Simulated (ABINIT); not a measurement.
# Beyond one shot: LiHF2 (C2/m)

Wanted: G0W0 and self-consistent gaps of LiHF2 (C2/m), with the cost of the cycles.

Calculated with ABINIT 10.8.3; PBEsol and many-body steps on it, plane waves.

## (1) The structure

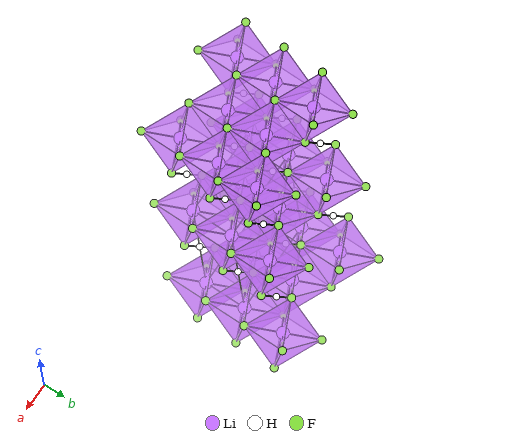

The cell as given, from a free direction (lithium purple, hydrogen white, fluorine green). 1×2×2 cells are drawn. This picture shows the conventional cell, with its axes. Some periodic images of atoms are drawn too.

The cell and positions are those that the Materials Project relaxed with its own functionals (PBE, PBE+U or r2SCAN), kept fixed.

## (2) Empty states on the mesh, 4×4×2 mesh, 34 bands

This step: ABINIT 10.8.3; DFT, PBEsol, plane waves, norm-conserving pseudopotentials.

The sums over transitions need many empty states on a uniform mesh; this step solves for them.

Input file run.abi:

```
acell 3*1.0 Angstrom
rprim 
  2.547496000000 -1.534899000000 -0.000000000000
  2.547496000000 1.534899000000 -0.000000000000
  -2.526944000000 -0.000000000000 4.201520000000
ntypat 3
znucl 3 1 9
natom 4
typat 1 2 3 3
xred 
  0.000000000000 0.000000000000 0.000000000000
  0.000000000000 0.000000000000 0.500000000000
  0.209803000000 0.209803000000 0.750702000000
  0.790197000000 0.790197000000 0.249298000000
pp_dirpath "pseudos"
pseudos "Li.upf, H.upf, F.upf"
ecut 36
ngkpt 4 4 2
nshiftk 1
shiftk 0 0 0
kptopt 1
chksymbreak 0
iscf -2
irdden 1
istwfk *1
nband 34
nbdbuf 4
tolwfr 1e-09
nstep 60
prtvol 0
indata_prefix "in"
outdata_prefix "out"
tmpdata_prefix "tmp"
```

The run is started by

```bash
$ OMP_NUM_THREADS=1 mpirun -n 4 abinit run.abi > log
```

Numbers of over 12 decimals in the logs are rounded to 6 here.

The log of the run:

```text
.Version 10.8.3 of ABINIT. v10.8.2 released Aug 2026.

 Symmetries : space group C2/m (# 12); Bravais mC (1-face-center monocl.)
[... echo of the input left out ...]
== DATASET  1 ==================================================================
-   mpi_nproc: 4, omp_nthreads: 1 (-1 if OMP is not activated)

--- !DatasetInfo
iteration_state: {dtset: 1, }
dimensions: {natom: 4, nkpt: 14, mband: 34, nsppol: 1, nspinor: 1, nspden: 1, mpw: 2327, }
cutoff_energies: {ecut:  36.0, pawecutdg:  -1.0, }
[...]
0.83642    0.85245    0.92495    0.94834    0.94847    0.99702    1.04828    1.09624
   1.16534    1.19406    1.24794    1.27851    1.42398    1.42780    1.55149    1.55361
   1.62304    1.70821
 prteigrs : prtvol=0 or 1, do not print more k-points.

== END DATASET(S) ==============================================================
================================================================================

 -outvars: echo values of variables after computation  --------
            nband          34
             nkpt          14
          spgroup          12
 [... the other variables as echoed above ...]

 Calculation completed.
```

The job ended after 9 s (4 MPI ranks of Intel Xeon Platinum 8259CL at 2.50GHz (Skylake/Cascade Lake), shared host; peak memory 0.3 GiB).

Numbers from this step:

* gap: 8.408 eV
* k of the valence top: 0, 0, 0.5
* k of the conduction bottom: 0, 0, 0
* least direct gap: 8.531 eV
* k points computed: 14
* lowest point of the top converged band, above the valence top: 41.45 eV

On this mesh the gap is 8.408 eV.

The density comes from a self-consistent run that is not shown.

## (3) Screening, 4×4×2 mesh, 30 bands, screening to 106.1 eV

The RPA dielectric matrix is built and inverted for each q.

This step: RPA screening on PBEsol, plane waves, norm-conserving pseudopotentials.

Edit run.abi of step 2 so:

```diff
@@ -22,10 +22,11 @@
 chksymbreak 0
-iscf -2
-irdden 1
 istwfk *1
-nband 34
-nbdbuf 4
-tolwfr 1e-09
-nstep 60
-prtvol 0
+occopt 1
+irdwfk 1
+optdriver 3
+nband 30
+ecuteps 3.9
+inclvkb 2
+awtr 1
+symchi 1
 indata_prefix "in"
```

The log of the run:

```text
.Version 10.8.3 of ABINIT. v10.8.2 released Aug 2026.

 Symmetries : space group C2/m (# 12); Bravais mC (1-face-center monocl.)
[... echo of the input left out ...]
== DATASET  1 ==================================================================
-   mpi_nproc: 4, omp_nthreads: 1 (-1 if OMP is not activated)

--- !DatasetInfo
iteration_state: {dtset: 1, }
dimensions: {natom: 4, nkpt: 14, mband: 30, nsppol: 1, nspinor: 1, nspden: 1, mpw: 2327, }
cutoff_energies: {ecut:  36.0, pawecutdg:  -1.0, }
electrons: {nelect:   1.80000000E+01, charge:   0.00000000E+00, occopt:   1.00000000E+00, tsmear:   1.00000000E-02, }

 SCREENING: Calculation of the susceptibility and dielectric matrices

 Based on a program developped by R.W. Godby, V. Olevano, G. Onida, and L. Reining.
 Incorporated in ABINIT by V. Olevano, G.-M. Rignanese, and M. Torrent.
.Using double precision arithmetic ; gwpc =  8

[... cell and pseudopotentials left out ...]
--------------------------------------------------------------------------------

 ==== K-mesh for the wavefunctions ====
 Number of points in the irreducible wedge :    14
[... list of points left out ...]
 Together with  4 symmetry operations and time-reversal symmetry
 yields    32 points in the full Brillouin Zone.

 ==== Q-mesh for the screening function ====
 Number of points in the irreducible wedge :    14
[... list of points left out ...]
 Together with  4 symmetry operations and time-reversal symmetry
 yields    32 points in the full Brillouin Zone.

 setmesh: FFT mesh size selected  =    20x   20x   30
          total number of points  =        12000

 vcoul_init : cutoff-mode = AUXILIARY_FUNCTION
 q-points for optical limit:   1
     1)      0.000010    0.000020    0.000030

- screening: taking advantage of time-reversal symmetry
- Maximum band index for partially occupied states nbvw = 9
- Remaining bands to be divided among processors   nbcw = 21
- Number of bands treated by each node ~5

 Number of electrons calculated from density =   18.0000; Expected =   18.0000
 average of density, n =  0.081179
 r_s =    1.4327
 omega_plasma =   27.4839 [eV]

 calculating chi0 at frequencies [eV] :
  1    0.000000E+00    0.000000E+00
  2    0.000000E+00    2.748392E+01

--------------------------------------------------------------------------------
  q-point number  1        q = ( 0.000000, 0.000000, 0.000000) [r.l.u.]
--------------------------------------------------------------------------------
[... chi0 elements left out ...]
 For q-point:  0.000010 0.000020 0.000030
  dielectric constant =   2.0483
  dielectric constant without local fields =   2.1390

  Average fulfillment of the sum rule on Im[epsilon] for q-point    1 :     30.15  [%]
[... wings left out ...]
  q-point number  2        q = ( 0.250000, 0.000000, 0.000000) [r.l.u.]
--------------------------------------------------------------------------------
[... chi0 elements left out ...]
  Average fulfillment of the sum rule on Im[epsilon] for q-point    2 :     43.68  [%]

 [... 12 further q-points ...]
```

Run time: 7.9 s. Hardware: 4 MPI ranks; peak memory 0.5 GiB; 31 s of CPU time.

Numbers from this step:

```yaml
eps_infinity_with_local_fields_on_this_mesh_along_the_program_s_q_direction: 2.048
the_same_without_local_fields: 2.139
plasma_frequency: 27.48 eV
plane_waves_in_the_screening_matrix: 89
```

Local fields lower ε∞ by 4 %. On a Γ-centred mesh this coarse the value itself is usually too large, while a short band sum pulls it down.

## (4) G0W0

The self-energy is evaluated for the states that the input lists, and the levels follow from it, in one-shot runs by the linearised quasiparticle equation.

This step: G0W0 on PBEsol, plane waves, norm-conserving pseudopotentials.

Edit run.abi of step 3 so:

```diff
@@ -25,8 +25,17 @@
 irdwfk 1
-optdriver 3
+optdriver 4
 nband 30
+gwcalctyp 0
+ecutsigx 36
+symsigma 1
+nkptgw 2
+kptgw 
+  0.0000000000 0.0000000000 0.5000000000
+  0.0000000000 0.0000000000 0.0000000000
+bdgw 
+  8 11
+  8 11
 ecuteps 3.9
-inclvkb 2
-awtr 1
-symchi 1
+irdscr 1
+ppmodel 1
 indata_prefix "in"
```

The log of the run:

```text
.Version 10.8.3 of ABINIT. v10.8.2 released Aug 2026.

 Symmetries : space group C2/m (# 12); Bravais mC (1-face-center monocl.)
[... echo of the input left out ...]
== DATASET  1 ==================================================================
-   mpi_nproc: 4, omp_nthreads: 1 (-1 if OMP is not activated)

--- !DatasetInfo
iteration_state: {dtset: 1, }
dimensions: {natom: 4, nkpt: 14, mband: 30, nsppol: 1, nspinor: 1, nspden: 1, mpw: 2327, }
cutoff_energies: {ecut:  36.0, pawecutdg:  -1.0, }
electrons: {nelect:   1.80000000E+01, charge:   0.00000000E+00, occopt:   1.00000000E+00, tsmear:   1.00000000E-02, }

 SIGMA: Calculation of the GW corrections

 Based on a program developped by R.W. Godby, V. Olevano, G. Onida, and L. Reining.
 Incorporated in ABINIT by V. Olevano, G.-M. Rignanese, and M. Torrent.
.Using double precision arithmetic ; gwpc =  8

[... cell and pseudopotentials left out ...]
--------------------------------------------------------------------------------

 ==== K-mesh for the wavefunctions ====
 Number of points in the irreducible wedge :    14
[... list of points left out ...]
 Together with  4 symmetry operations and time-reversal symmetry
 yields    32 points in the full Brillouin Zone.

 ==== Q-mesh for screening function ====
 Number of points in the irreducible wedge :    14
[... list of points left out ...]
 Together with  4 symmetry operations and time-reversal symmetry
 yields    32 points in the full Brillouin Zone.

 vcoul_init : cutoff-mode = AUXILIARY_FUNCTION
 q-points for optical limit:   1
     1)      0.000010    0.000020    0.000030
 setmesh: FFT mesh size selected  =    27x   27x   45
          total number of points  =        32805

 Number of electrons calculated from density =   18.0000; Expected =   18.0000
 average of density, n =  0.081179
 r_s =    1.4327
 omega_plasma =   27.4839 [eV]

 === KS Band Gaps ===
  >>>> For spin  1
   Minimum direct gap =   8.5313 [eV], located at k-point      :   0.0000  0.0000  0.0000
   Fundamental gap    =   8.4081 [eV], Top of valence bands at :   0.0000  0.0000  0.5000
                                       Bottom of conduction at :   0.0000  0.0000  0.0000
 SIGMA fundamental parameters:
 PLASMON POLE MODEL  1
 number of plane-waves for SigmaX                 2327
 number of plane-waves for SigmaC and W             89
 number of plane-waves for wavefunctions          2327
 number of bands                                    30
 number of independent spin polarizations            1
 number of spinorial components                      1
 number of k-points in IBZ                          14
 number of q-points in IBZ                          14
 number of symmetry operations                       4
 number of k-points in BZ                           32
 number of q-points in BZ                           32
 number of frequencies for dSigma/dE                 9
 frequency step for dSigma/dE [eV]                0.25
 number of omega for Sigma on real axis              0
 max omega for Sigma on real axis  [eV]           0.00
 zcut for avoiding poles [eV]                     0.10

 EPSILON^-1 parameters (SCR file):
 dimension of the eps^-1 matrix on file             89
 dimension of the eps^-1 matrix used                89
 number of plane-waves for wavefunctions          2327
 number of bands                                    30
 number of q-points in IBZ                          14
 number of frequencies                               2
 number of real frequencies                          1
 number of imag frequencies                          1

 matrix elements of self-energy operator (all in [eV])

 Perturbative Calculation

--- !SelfEnergy_ee
iteration_state: {dtset: 1, }
kpoint     : [   0.000,    0.000,    0.500, ]
spin       : 1
KS_gap     :    9.591
QP_gap     :   14.101
Delta_QP_KS:    4.510
data: !SigmaeeData |
     Band     E0 <VxcDFT>   SigX SigC(E0)      Z dSigC/dE  Sig(E)    E-E0       E
        8  -2.711 -22.449 -30.373   4.915   0.833  -0.201 -24.954  -2.505  -5.216
        9  -2.601 -22.716 -30.636   4.956   0.832  -0.202 -25.183  -2.467  -5.067
       10   6.990 -10.436  -5.691  -2.467   0.897  -0.114  -8.392   2.044   9.034
       11   9.683 -11.936  -6.668  -2.620   0.891  -0.122  -9.577   2.360  12.042

--- !SelfEnergy_ee
iteration_state: {dtset: 1, }
kpoint     : [   0.000,    0.000,    0.000, ]
spin       : 1
KS_gap     :    8.531
QP_gap     :   12.638
Delta_QP_KS:    4.107
data: !SigmaeeData |
     Band     E0 <VxcDFT>   SigX SigC(E0)      Z dSigC/dE  Sig(E)    E-E0       E
        8  -2.809 -22.503 -30.483   4.958   0.832  -0.202 -25.017  -2.513  -5.323
        9  -2.724 -23.300 -30.563   4.649   0.836  -0.196 -25.486  -2.186  -4.910
       10   5.807 -10.780  -6.129  -2.514   0.899  -0.112  -8.859   1.921   7.729
       11  10.146  -8.563  -3.435  -2.744   0.903  -0.107  -6.409   2.153  12.300

== END DATASET(S) ==============================================================
================================================================================

 -outvars: echo values of variables after computation  --------
           etotal      0.0000000000E+00
            nband          30
             nkpt          14
          spgroup          12
 [... the other variables as echoed above ...]

 Calculation completed.
```

Wall time 3.8 s (4 MPI ranks); peak memory 0.43 GiB; 14 s of CPU time.

This step gave:

```yaml
g0w0_gap_on_the_points_computed: 12.64 eV
starting_gap_on_the_mesh: 8.408 eV
k_of_the_valence_top: 0, 0, 0
k_of_the_conduction_bottom: 0, 0, 0
z_at_the_valence_top: 0.836
z_at_the_conduction_bottom: 0.899
least_direct_g0w0_gap_on_the_computed_points: 12.64 eV
```

The gap on the mesh goes from 8.41 eV to 12.64 eV, a correction of +4.23 eV.

## (5) evGW0, cycle 1

This step: evGW0 on PBEsol, plane waves, norm-conserving pseudopotentials.

Edit run.abi of step 4 so:

```diff
@@ -27,12 +27,36 @@
 nband 30
-gwcalctyp 0
+gwcalctyp 10
 ecutsigx 36
 symsigma 1
-nkptgw 2
+nkptgw 14
 kptgw 
+  0.0000000000 0.0000000000 0.0000000000
+  0.2500000000 0.0000000000 0.0000000000
+  0.5000000000 0.0000000000 0.0000000000
+  0.2500000000 0.2500000000 0.0000000000
+  0.5000000000 0.2500000000 0.0000000000
+  -0.2500000000 0.2500000000 0.0000000000
+  0.5000000000 0.5000000000 0.0000000000
   0.0000000000 0.0000000000 0.5000000000
-  0.0000000000 0.0000000000 0.0000000000
+  0.2500000000 0.0000000000 0.5000000000
+  0.5000000000 0.0000000000 0.5000000000
+  0.2500000000 0.2500000000 0.5000000000
+  0.5000000000 0.2500000000 0.5000000000
+  -0.2500000000 0.2500000000 0.5000000000
+  0.5000000000 0.5000000000 0.5000000000
 bdgw 
-  8 11
-  8 11
+  1 13
+  1 13
+  1 13
+  1 13
+  1 13
+  1 13
+  1 13
+  1 13
+  1 13
+  1 13
+  1 13
+  1 13
+  1 13
+  1 13
 ecuteps 3.9
```

The log of the run:

```text
.Version 10.8.3 of ABINIT. v10.8.2 released Aug 2026.

 Symmetries : space group C2/m (# 12); Bravais mC (1-face-center monocl.)
[... echo of the input left out ...]
== DATASET  1 ==================================================================
-   mpi_nproc: 4, omp_nthreads: 1 (-1 if OMP is not activated)

--- !DatasetInfo
iteration_state: {dtset: 1, }
dimensions: {natom: 4, nkpt: 14, mband: 30, nsppol: 1, nspinor: 1, nspden: 1, mpw: 2327, }
cutoff_energies: {ecut:  36.0, pawecutdg:  -1.0, }
electrons: {nelect:   1.80000000E+01, charge:   0.00000000E+00, occopt:   1.00000000E+00, tsmear:   1.00000000E-02, }

 SIGMA: Calculation of the GW corrections

 Based on a program developped by R.W. Godby, V. Olevano, G. Onida, and L. Reining.
 Incorporated in ABINIT by V. Olevano, G.-M. Rignanese, and M. Torrent.
.Using double precision arithmetic ; gwpc =  8

[... cell and pseudopotentials left out ...]
--------------------------------------------------------------------------------

 ==== K-mesh for the wavefunctions ====
 Number of points in the irreducible wedge :    14
[... list of points left out ...]
 Together with  4 symmetry operations and time-reversal symmetry
 yields    32 points in the full Brillouin Zone.

 ==== Q-mesh for screening function ====
 Number of points in the irreducible wedge :    14
[... list of points left out ...]
 Together with  4 symmetry operations and time-reversal symmetry
 yields    32 points in the full Brillouin Zone.

 vcoul_init : cutoff-mode = AUXILIARY_FUNCTION
 q-points for optical limit:   1
     1)      0.000010    0.000020    0.000030
 setmesh: FFT mesh size selected  =    27x   27x   45
          total number of points  =        32805

 Number of electrons calculated from density =   18.0000; Expected =   18.0000
[...]
QP_gap     :   18.374
Delta_QP_KS:    4.923
data: !SigmaeeData |
     Band     E_DFT   <VxcDFT>   E(N-1)  <Hhartree>   SigX  SigC[E(N-1)]    Z     dSigC/dE  Sig[E(N)]  DeltaE  E(N)_pert E(N)_diago
[...]
--- !SelfEnergy_ee
iteration_state: {dtset: 1, }
kpoint     : [   0.500,    0.500,    0.500, ]
spin       : 1
KS_gap     :   12.808
QP_gap     :   17.734
Delta_QP_KS:    4.926
data: !SigmaeeData |
     Band     E_DFT   <VxcDFT>   E(N-1)  <Hhartree>   SigX  SigC[E(N-1)]    Z     dSigC/dE  Sig[E(N)]  DeltaE  E(N)_pert E(N)_diago
[...]
12    13.690   -12.180    13.690    25.869    -6.007    -2.766     0.885    -0.130    -9.164     3.016    16.706    17.097
       13    14.820   -13.880    14.820    28.700    -7.206    -2.831     0.876    -0.142   -10.514     3.367    18.186    18.663

 New Fermi energy :        4.790188E-02 Ha ,    1.303477E+00 eV
 New Exchange energy :    -1.064401E+01 Ha ,   -2.896383E+02 eV

 === QP Band Gaps ===
  >>>> For spin  1
   Minimum direct gap =  13.2825 [eV], located at k-point      :   0.0000  0.0000  0.0000
   Fundamental gap    =  13.2825 [eV], Top of valence bands at :   0.0000  0.0000  0.0000
                                       Bottom of conduction at :   0.0000  0.0000  0.0000

 writing QP data on file : out_QPS

 Convergence of QP corrections
 >>>>> For spin  1 <<<<<
.  kptgw no:  1; Maximum DeltaE = (  -9.786   0.048) for band index:  1
.  kptgw no:  2; Maximum DeltaE = (  -9.761   0.055) for band index:  1
.  kptgw no:  3; Maximum DeltaE = (  -9.771   0.049) for band index:  1
[...]
.  kptgw no: 13; Maximum DeltaE = (  -9.729   0.047) for band index:  1
.  kptgw no: 14; Maximum DeltaE = (  -9.682   0.036) for band index:  1

== END DATASET(S) ==============================================================
================================================================================

 -outvars: echo values of variables after computation  --------
           etotal      0.0000000000E+00
            nband          30
             nkpt          14
          spgroup          12
 [... the other variables as echoed above ...]

 Calculation completed.
```

Run time: 32 s. Hardware: 4 MPI ranks; peak memory 0.95 GiB; 2.1 min of CPU time.

This step gave:

| Property | Result |
| --- | --- |
| quasiparticle gap on the mesh | 13.28 eV |
| gap of the density functional on the mesh | 8.408 eV |
| k of the valence top | 0, 0, 0 |
| k of the conduction bottom | 0, 0, 0 |
| Z at the valence top | 0.836 |
| Z at the conduction bottom | 0.899 |
| least direct quasiparticle gap on the computed points | 13.28 eV |

Against G0W0 in ABINIT (4×4×2 mesh, 30 bands, screening to 106.1 eV, Godby-Needs plasmon pole), the gap moves by +0.644 eV. This first cycle still uses the starting levels; it takes the full correction, at all points of the mesh, and its linearised value is 12.639 eV.

(Part 1 of 2 ends here.)

[Paths, hosts, dates, memory and timing lines, banners, echoed tables and standing remarks are left out of the program output.]

[Logs are printed without paths, hosts, clocks, repeated set-up lines and the standing remarks that a program may print on its own settings, such as how far it seeks lower states.]

[Runs of the session that timed out or met a known fault of the program may be left out.]

[Hosts, paths, dates, database ids (printed as entryN), source tags and the programs' standing remarks are cut or masked in the printed files.]

[G0W0 gaps are taken among the corrected bands and points alone; a level outside them can change the order at an edge.]

[Where Ansatz stands beside ABINIT at settings called matched, ABINIT's density can come from a denser mesh and the files from another edition; pairs whose starting gaps differed by over 0.03 eV were left out, so agreement reads better than it is.]
